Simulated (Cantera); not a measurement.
Feed: 1 mol CCl4, 2.2 mol H2, at 0.00133 bar.

These are equilibrium values from Cantera (NASA tables, ideal gas, pure condensed phases), not measurements of a reactor. Candidate condensed phases: C, C6H6, C7H8, C8H18; 91 gas species. The tables' values for CCl are old estimates; treat these amounts as uncertain. Kinetics and transport are ignored.

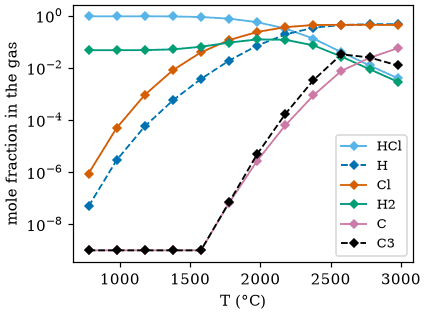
Figure. Equilibrium gas composition (values under 1e-9 drawn at 1e-9)

Task: Read off the mole fractions at 2377 °C.

Result: Cl about 0.44, H about 0.35, HCl about 0.13, H2 about 0.073, C3 about 0.0034, C about 0.00087.
